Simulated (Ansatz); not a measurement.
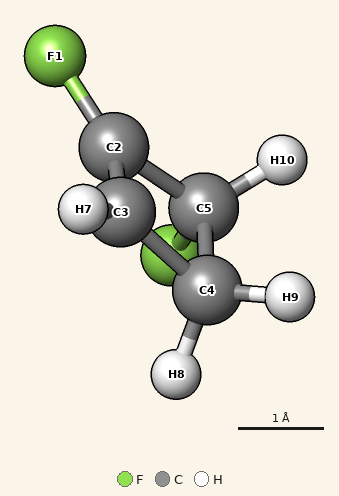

Fig. 1: The input geometry (ball-and-stick view, seen at a tilt; atoms are numbered from 1 in the order of the input). Bond lengths as drawn: C–C 1.33 to 1.55 Å, C–F 1.32 to 1.37 Å and C–H 1.08 to 1.09 Å.

Run report: C$_{4}$H$_{4}$F$_{2}$ (charge +1), single-point calculation

System: C$_{4}$H$_{4}$F$_{2}$, charge +1, multiplicity 10.
Method: UKS PBE-QIDH/def2-mTZVP (Ansatz 0.2.0).

Some settings of this run were made unusual or wrong on purpose. The geometry comes from this level: PBE0-D4/def2-TZVP. Figures and captions count atoms from 1; the log counts them from 0 in places.

The input:
```yaml
crystal:
  periodic: [false, false, false]
  atoms:
    - {symbol: F, position_ang: [2.232380, 0.344084, -0.828730]}
    - {symbol: C, position_ang: [1.049374, 0.050892, -0.327155]}
    - {symbol: C, position_ang: [0.556461, -0.993138, 0.329510]}
    - {symbol: C, position_ang: [-0.812775, -0.349776, 0.439815]}
    - {symbol: C, position_ang: [-0.232043, 0.808460, -0.416677]}
    - {symbol: F, position_ang: [-0.259289, 2.051218, 0.166683]}
    - {symbol: H, position_ang: [0.945235, -1.955363, 0.631114]}
    - {symbol: H, position_ang: [-1.088909, -0.013520, 1.440369]}
    - {symbol: H, position_ang: [-1.645630, -0.892627, -0.013606]}
    - {symbol: H, position_ang: [-0.661706, 0.898669, -1.418325]}
basis:
  gaussian: {orbitals: def2-mTZVP, fitting: {mean_field: cc-pVTZ-jkfit}, nuclear_model: gaussian}
total_charge: 1
magnetization: {spin_polarized: true, initial_magnetization: 9}
hamiltonian: {xc: {name: PBE-QIDH}}
accuracy: high
output: {forces: true}
```

Hardware: 4 threads of Arm Neoverse V2, 23 GiB of memory available, shared host.

Launched with:
```bash
ansatz run in.yaml --threads 4 --pin off --events-out ev --progress --plain --max-ram 10444MiB
```

Log:
```
Functional definition: PBE-QIDH
  name "PBE-QIDH"
  cite "Brémond, Sancho-García, Pérez-Jiménez & Adamo, J. Chem. Phys. 141, 031101 (2014) doi:10.1063/1.4890314"
  cite "Perdew, Burke & Ernzerhof, Phys. Rev. Lett. 77, 3865 (1996) doi:10.1103/PhysRevLett.77.3865"
  parameter a = 3^(-1/3)
  parameter c = 1/3
  exchange = (1 - a)*pbe_x + a*exact_x
  correlation = (1 - c)*pbe_c + c*(mp2_os + mp2_ss)
594 factors; integrals over basis functions are off by at most 1.5e-1 eV
mean field evaluation 1: about -9565.2964 eV, gradient 3.8e1 eV
mean field evaluation 2: about -9565.2965 eV, gradient 3.8e1 eV
mean field evaluation 4: about -9573.7469 eV, gradient 9.1e0 eV
mean field evaluation 8: about -9575.2113 eV, gradient 2.1e0 eV
mean field evaluation 16: about -9575.9176 eV, gradient 3.7e-1 eV
mean field evaluation 32: about -9575.9610 eV, gradient 1.2e-2 eV
mean field evaluation 64: about -9575.9610 eV, gradient 1.3e-6 eV
mean field evaluation 96: about -9575.9464 eV, gradient 1.5e0 eV
mean field -9575.96100349 eV, -351.9100760588 hartree, gradient 7.4e-8 eV, S^2 24.777417; 6 other end points of the search recorded, 0 dependent functions left out
6 core orbitals not correlated: weight in the atoms' cores, before any rotation towards them, 1.000 or more for the frozen orbitals, at most 0.000 for the correlated occupied ones
reference -9575.96100480 eV, -351.9100761071 hartree; 21, 12 occupied and 99, 108 virtual orbitals, 594 factors
second order -24.29597532 eV of doubles, -0.00000000 eV of singles
the calculation of the forces begins
Total energy: -9584.05966324 eV, -352.2076963153 hartree
Atom 0 at     2.232380     0.344084    -0.828730 Å, force    13.495256     3.090765    -5.375216 eV/Å
Atom 1 at     1.049374     0.050892    -0.327155 Å, force    -3.655273     3.312034    -0.181288 eV/Å
Atom 2 at     0.556461    -0.993138     0.329510 Å, force     6.495102   -10.245893     2.739892 eV/Å
Atom 3 at    -0.812775    -0.349776     0.439815 Å, force   -14.675821    -0.871420     2.829015 eV/Å
Atom 4 at    -0.232043     0.808460    -0.416677 Å, force    -0.559111    -9.060067    -7.006696 eV/Å
Atom 5 at    -0.259289     2.051218     0.166683 Å, force     0.175732    14.140085     6.195712 eV/Å
Atom 6 at     0.945235    -1.955363     0.631114 Å, force    -0.447548    -0.649714     0.417102 eV/Å
Atom 7 at    -1.088909    -0.013520     1.440369 Å, force     0.214401     1.468954     1.686075 eV/Å
Atom 8 at    -1.645630    -0.892627    -0.013606 Å, force    -0.099131    -0.785616    -0.863222 eV/Å
Atom 9 at    -0.661706     0.898669    -1.418325 Å, force    -0.943606    -0.399128    -0.441375 eV/Å
Dipole moment:    -0.382577    -0.336310     0.058928 e Å
```

What the run reported:

- outcome: converged
- total energy: −9584.0597 eV
- mean-field energy: −9575.9610 eV
- ⟨S²⟩: 24.777
- SCF solution under orbital rotations: stable
- largest force (length of the vector): 15.439 eV/Å
- wall time: 25 s (CPU time 96 s)
- peak memory: 0.43 GiB

What went wrong:

The input was spoiled on purpose: spin. The run converged all the same; its numbers are those of the faulty input and shouldn't be used.
